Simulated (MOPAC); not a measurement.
# One shape, several levels: C3H6AlF (SMILES F/C=C/[CH2][AlH2])

Aim: a comparison of 6 runs (AM1, MNDO, PM3, PM6, PM6-D3H4, PM7) of C3H6AlF. 

The results are computed with MOPAC 23.2.5.

## Step 1: The system as given

C3H6AlF has 11 atoms, charge 0, and is taken as a singlet. SMILES: `F/C=C/[CH2][AlH2]`. Geometry: a GFN2-xTB relaxation, a rough one for these elements and not checked as a minimum.

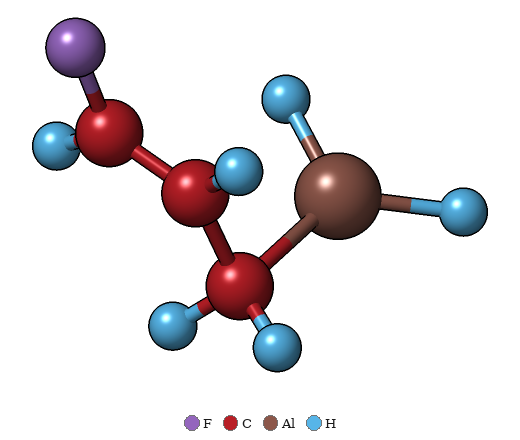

The structure, seen from a chosen angle (fluorine purple, carbon red, aluminium brown, hydrogen blue).

## Step 2: Energy and gradient at AM1 (run 1)

File calc.mop:

```
AM1 DISP GRADIENTS BONDS 1SCF AUX(PRECISION=6) THREADS=1
gradient of C3H6AlF

F 0.041190 1 2.537740 1 1.293790 1
C -0.432460 1 1.338350 1 0.892250 1
C 0.362870 1 0.280280 1 0.804290 1
C -0.076670 1 -1.062350 1 0.326300 1
Al 0.196260 1 -0.728810 1 -1.639550 1
H -1.496130 1 1.361870 1 0.707590 1
H 1.409730 1 0.406380 1 1.054260 1
H -1.130510 1 -1.223940 1 0.586060 1
H 0.510330 1 -1.849400 1 0.809460 1
H 1.106530 1 -1.565470 1 -2.569970 1
H -0.491130 1 0.505340 1 -2.264490 1
```

The run is started by

```sh
$ mopac calc.mop
```

calc.out:

```text
MOPAC v23.2.5
AM1 CALCULATION RESULTS

 *  AM1        - The AM1 Hamiltonian to be used
 *  1SCF       - DO 1 SCF AND THEN STOP
 *  THREADS=1  - MULTI-THREADING NOT USED
 *  AUX        - OUTPUT AUXILIARY INFORMATION
 *  GRADIENTS  - ALL GRADIENTS TO BE PRINTED
 *  DISP       - PRINT DISPERSION AND HYDROGEN BOND ENERGIES
 *  BONDS      - FINAL BOND-ORDER MATRIX TO BE PRINTED
AM1 DISP GRADIENTS BONDS 1SCF AUX(PRECISION=6) THREADS=1
 gradient of C3H6AlF

   ATOM   CHEMICAL          X               Y               Z
  NUMBER   SYMBOL      (ANGSTROMS)     (ANGSTROMS)     (ANGSTROMS)

[... 33 lines left out ...]
          TOTAL ENERGY            =     -23070.66915 KCAL/MOL = ELECTRONIC ENERGY + CORE-CORE REPULSION
[... 3 lines left out ...]
                              SUM =        -19.55038 KCAL/MOL = FINAL HEAT OF FORMATION
[... 2 lines left out ...]
          ELECTRONIC ENERGY       =      -2861.59194 EV
[... 33 lines left out ...]
       FINAL  POINT  AND  DERIVATIVES
[... 71 lines left out ...]
 DIPOLE           X         Y         Z       TOTAL
[... 19 lines left out ...]
          BONDING CONTRIBUTION OF EACH M.O.

  0.6017  1.6635  1.6345  1.6550  1.6369  1.3460  0.6548  1.6733  1.9742  1.3799
  1.7640  1.8742  2.0585  1.8156 -0.1946 -2.0682 -2.1731 -1.7918 -1.8379 -2.0932
 -1.8982 -1.9443 -1.9581 -1.9548 -1.9610 -1.8568

            (VALENCIES)   BOND ORDERS

     1  F     (1.132)     2  C 1.011     3  C 0.079     6  H 0.021     4  C 0.012

     2  C     (3.872)     3  C 1.843     1  F 1.011     6  H 0.934     5 Al 0.038     4  C 0.018
[... 18 lines of this table left out ...]
    11  H     (0.994)     5 Al 0.963    10  H 0.015     4  C 0.013

 *                    *
 * JOB ENDED NORMALLY *
 *                    *

 TOTAL JOB TIME:             0.01 SECONDS

 == MOPAC DONE ==
```

Wall time 0.04 s (1 thread of Intel Xeon Platinum 8275CL at 3.00GHz (Skylake/Cascade Lake), shared host).

## Step 3: Energy and gradient at MNDO (run 2)

File c3h6alf.mop:

```
MNDO 1SCF BONDS DISP GRADIENTS AUX(PRECISION=6) THREADS=1
C3H6AlF

F 0.041190 1 2.537740 1 1.293790 1
C -0.432460 1 1.338350 1 0.892250 1
C 0.362870 1 0.280280 1 0.804290 1
C -0.076670 1 -1.062350 1 0.326300 1
Al 0.196260 1 -0.728810 1 -1.639550 1
H -1.496130 1 1.361870 1 0.707590 1
H 1.409730 1 0.406380 1 1.054260 1
H -1.130510 1 -1.223940 1 0.586060 1
H 0.510330 1 -1.849400 1 0.809460 1
H 1.106530 1 -1.565470 1 -2.569970 1
H -0.491130 1 0.505340 1 -2.264490 1
```

The run is started by

```sh
$ mopac c3h6alf.mop
```

c3h6alf.out:

```text
MOPAC v23.2.5
MNDO CALCULATION RESULTS

 *  MNDO       - The MNDO Hamiltonian to be used
 *  1SCF       - DO 1 SCF AND THEN STOP
 *  THREADS=1  - MULTI-THREADING NOT USED
 *  AUX        - OUTPUT AUXILIARY INFORMATION
 *  GRADIENTS  - ALL GRADIENTS TO BE PRINTED
 *  DISP       - PRINT DISPERSION AND HYDROGEN BOND ENERGIES
 *  BONDS      - FINAL BOND-ORDER MATRIX TO BE PRINTED
MNDO 1SCF BONDS DISP GRADIENTS AUX(PRECISION=6) THREADS=1
 C3H6AlF

   ATOM   CHEMICAL          X               Y               Z
  NUMBER   SYMBOL      (ANGSTROMS)     (ANGSTROMS)     (ANGSTROMS)

[... 33 lines left out ...]
          TOTAL ENERGY            =     -22936.67080 KCAL/MOL = ELECTRONIC ENERGY + CORE-CORE REPULSION
[... 3 lines left out ...]
                              SUM =        -10.77115 KCAL/MOL = FINAL HEAT OF FORMATION
[... 2 lines left out ...]
          ELECTRONIC ENERGY       =      -2860.67864 EV
[... 33 lines left out ...]
       FINAL  POINT  AND  DERIVATIVES
[... 71 lines left out ...]
 DIPOLE           X         Y         Z       TOTAL
[... 21 lines left out ...]
  0.9185  1.5685  1.5784  1.6354  1.4362  1.2358  0.4199  1.9269  1.5408  1.6491
  1.8430  1.8581  1.8992  1.8331 -0.3005 -2.0193 -2.1372 -1.6428 -1.6206 -1.8728
 -2.0059 -1.8962 -1.9584 -1.9950 -1.9990 -1.8952

            (VALENCIES)   BOND ORDERS

     1  F     (1.062)     2  C 0.966     3  C 0.063     6  H 0.020

     2  C     (3.849)     3  C 1.865     1  F 0.966     6  H 0.948     5 Al 0.026     4  C 0.019

     3  C     (3.940)     2  C 1.865     4  C 0.995     7  H 0.962     1  F 0.063     5 Al 0.028     6  H 0.018

     4  C     (3.881)     3  C 0.995     9  H 0.971     8  H 0.967     5 Al 0.872    10  H 0.020    11  H 0.020
                          2  C 0.019

     5 Al     (2.738)    10  H 0.897    11  H 0.895     4  C 0.872     3  C 0.028     2  C 0.026     8  H 0.011

     6  H     (0.994)     2  C 0.948     1  F 0.020     3  C 0.018
[... 9 lines of this table left out ...]
    11  H     (0.940)     5 Al 0.895    10  H 0.021     4  C 0.020

 *                    *
 * JOB ENDED NORMALLY *
 *                    *

 TOTAL JOB TIME:             0.02 SECONDS

 == MOPAC DONE ==
```

It took 0.04 s on 1 thread of Intel Xeon Platinum 8275CL at 3.00GHz (Skylake/Cascade Lake), shared host.

## Step 4: Energy and gradient at PM3 (run 3)

File job.mop:

```
DISP BONDS GRADIENTS 1SCF PM3 AUX(PRECISION=6) T=10M THREADS=1
C3H6AlF gradient

F      0.041190 +1     2.537740 +1     1.293790 +1
C     -0.432460 +1     1.338350 +1     0.892250 +1
C      0.362870 +1     0.280280 +1     0.804290 +1
C     -0.076670 +1    -1.062350 +1     0.326300 +1
Al     0.196260 +1    -0.728810 +1    -1.639550 +1
H     -1.496130 +1     1.361870 +1     0.707590 +1
H      1.409730 +1     0.406380 +1     1.054260 +1
H     -1.130510 +1    -1.223940 +1     0.586060 +1
H      0.510330 +1    -1.849400 +1     0.809460 +1
H      1.106530 +1    -1.565470 +1    -2.569970 +1
H     -0.491130 +1     0.505340 +1    -2.264490 +1
```

The run is started by

```sh
$ mopac job.mop
```

job.out:

```text
MOPAC v23.2.5
PM3 CALCULATION RESULTS

 *  PM3        - The PM3 Hamiltonian to be used
 *  1SCF       - DO 1 SCF AND THEN STOP
 *  THREADS=1  - MULTI-THREADING NOT USED
 *  AUX        - OUTPUT AUXILIARY INFORMATION
 *  GRADIENTS  - ALL GRADIENTS TO BE PRINTED
 *  DISP       - PRINT DISPERSION AND HYDROGEN BOND ENERGIES
 *  BONDS      - FINAL BOND-ORDER MATRIX TO BE PRINTED
DISP BONDS GRADIENTS 1SCF PM3 AUX(PRECISION=6) T=10M THREADS=1
 C3H6AlF gradient

   ATOM   CHEMICAL          X               Y               Z
  NUMBER   SYMBOL      (ANGSTROMS)     (ANGSTROMS)     (ANGSTROMS)

[... 33 lines left out ...]
          TOTAL ENERGY            =     -21561.55405 KCAL/MOL = ELECTRONIC ENERGY + CORE-CORE REPULSION
[... 3 lines left out ...]
                              SUM =         36.15679 KCAL/MOL = FINAL HEAT OF FORMATION
[... 2 lines left out ...]
          ELECTRONIC ENERGY       =      -2723.09070 EV
[... 33 lines left out ...]
       FINAL  POINT  AND  DERIVATIVES
[... 71 lines left out ...]
 DIPOLE           X         Y         Z       TOTAL
[... 19 lines left out ...]
          BONDING CONTRIBUTION OF EACH M.O.

  1.7711  1.7953  1.6209  1.3619  0.6648  0.9691  0.5722  1.7568  1.5739  1.9555
  1.9973  1.8762  1.8859  1.8887 -0.2117 -1.9321 -2.0986 -2.0907 -1.7366 -1.9730
 -1.9500 -1.9712 -1.9499 -1.9697 -1.9020 -1.9042

            (VALENCIES)   BOND ORDERS

     1  F     (1.078)     2  C 1.000     3  C 0.050     6  H 0.011

     2  C     (3.921)     3  C 1.872     1  F 1.000     6  H 0.956     5 Al 0.047     4  C 0.022
[... 17 lines of this table left out ...]
    11  H     (0.970)     5 Al 0.945    10  H 0.013

 *                    *
 * JOB ENDED NORMALLY *
 *                    *

 TOTAL JOB TIME:             0.02 SECONDS

 == MOPAC DONE ==
```

Run time: 0.04 s. Hardware: 1 thread of Intel Xeon Platinum 8275CL at 3.00GHz (Skylake/Cascade Lake), shared host.

Runs 4 to 5 aren't shown in full; the table further down has their settings and results.

## Step 5: Energy and gradient at PM7 (run 6)

File job.mop:

```
PM7 1SCF DISP GRADIENTS BONDS AUX(PRECISION=9) THREADS=1
C3H6AlF, PM7

F 0.041190 1 2.537740 1 1.293790 1
C -0.432460 1 1.338350 1 0.892250 1
C 0.362870 1 0.280280 1 0.804290 1
C -0.076670 1 -1.062350 1 0.326300 1
Al 0.196260 1 -0.728810 1 -1.639550 1
H -1.496130 1 1.361870 1 0.707590 1
H 1.409730 1 0.406380 1 1.054260 1
H -1.130510 1 -1.223940 1 0.586060 1
H 0.510330 1 -1.849400 1 0.809460 1
H 1.106530 1 -1.565470 1 -2.569970 1
H -0.491130 1 0.505340 1 -2.264490 1
```

The run is started by

```sh
$ mopac job.mop
```

job.out:

```text
MOPAC v23.2.5
PM7 CALCULATION RESULTS

 *  PM7        - The PM7 Hamiltonian to be used
 *  1SCF       - DO 1 SCF AND THEN STOP
 *  THREADS=1  - MULTI-THREADING NOT USED
 *  AUX        - OUTPUT AUXILIARY INFORMATION
 *  GRADIENTS  - ALL GRADIENTS TO BE PRINTED
 *  DISP       - PRINT DISPERSION AND HYDROGEN BOND ENERGIES
 *  BONDS      - FINAL BOND-ORDER MATRIX TO BE PRINTED
PM7 1SCF DISP GRADIENTS BONDS AUX(PRECISION=9) THREADS=1
 C3H6AlF, PM7

   ATOM   CHEMICAL          X               Y               Z
  NUMBER   SYMBOL      (ANGSTROMS)     (ANGSTROMS)     (ANGSTROMS)

[... 33 lines left out ...]
          TOTAL ENERGY            =     -22552.50360 KCAL/MOL = ELECTRONIC ENERGY + CORE-CORE REPULSION
[... 3 lines left out ...]
                              SUM =          8.72360 KCAL/MOL = FINAL HEAT OF FORMATION
[... 2 lines left out ...]
          ELECTRONIC ENERGY       =      -2864.48224 EV
[... 33 lines left out ...]
       FINAL  POINT  AND  DERIVATIVES
[... 71 lines left out ...]
 DIPOLE           X         Y         Z       TOTAL
[... 19 lines left out ...]
          BONDING CONTRIBUTION OF EACH M.O.

  0.2004  2.0329  1.9556  1.8037  1.8677  0.9608  0.3066  1.8699  1.4141  1.8190
  1.7919  1.9528  1.8459  1.7492 -0.2585 -1.8908 -0.8417 -1.9149 -1.2035 -1.3799
 -1.7990 -1.9197 -1.9444 -1.9263 -1.9413 -1.8371 -0.0160 -0.2106 -0.7577 -0.7180
 -1.0111

            (VALENCIES)   BOND ORDERS

     1  F     (1.030)     2  C 0.964     3  C 0.038     4  C 0.013

     2  C     (3.910)     3  C 1.890     1  F 0.964     6  H 0.956     5 Al 0.047     4  C 0.036
[... 5 lines of this table left out ...]
     5 Al     (3.115)    11  H 0.960    10  H 0.957     4  C 0.916     3  C 0.136     8  H 0.052     2  C 0.047
                          9  H 0.040

     6  H     (0.975)     2  C 0.956

     7  H     (0.974)     3  C 0.953
[... 7 lines of this table left out ...]
    11  H     (0.969)     5 Al 0.960

 *                    *
 * JOB ENDED NORMALLY *
 *                    *

 TOTAL JOB TIME:             0.02 SECONDS

 == MOPAC DONE ==
```

Run time: 0.04 s. Hardware: 1 thread of Intel Xeon Platinum 8275CL at 3.00GHz (Skylake/Cascade Lake), shared host.

## Step 6: The series

| run | level | heat of formation (kcal/mol) | dipole moment (D) | HOMO energy (eV) | LUMO energy (eV) | wall time |
| --- | --- | --- | --- | --- | --- | --- |
| 1 | AM1 | -19.55 | 1.43 | -9.30 | -1.18 | 0.04 s |
| 2 | MNDO | -10.77 | 2.07 | -9.49 | -0.31 | 0.04 s |
| 3 | PM3 | 36.16 | 1.48 | -9.43 | -2.25 | 0.04 s |
| 4 | PM6 | 17.64 | 2.03 | -9.54 | 0.56 | 0.04 s |
| 5 | PM6-D3H4 | 18.86 | 2.03 | -9.54 | 0.56 | 0.04 s |
| 6 | PM7 | 8.73 | 2.14 | -9.98 | -0.98 | 0.04 s |

## Step 7: Results

| quantity | value |
| --- | --- |
| run 6: total energy | -35.93970 Eh |
| run 6: dipole moment | 2.14 D |
| run 6: HOMO energy | -9.98 eV |
| run 6: LUMO energy | -0.98 eV |
| run 6: HOMO–LUMO gap | 9.00 eV |
| run 6: dispersion energy | -1.68 kJ/mol |
| run 6: heat of formation | 8.7 kcal/mol |
| run 6: largest force on an atom | 2.783 eV/Å |

The dipole moment runs from 1.43 D (AM1) to 2.14 D (PM7). The HOMO–LUMO gap runs from 7.19 eV (PM3) to 10.10 eV (PM6). All runs together took 0.24 s, the longest 0.04 s.
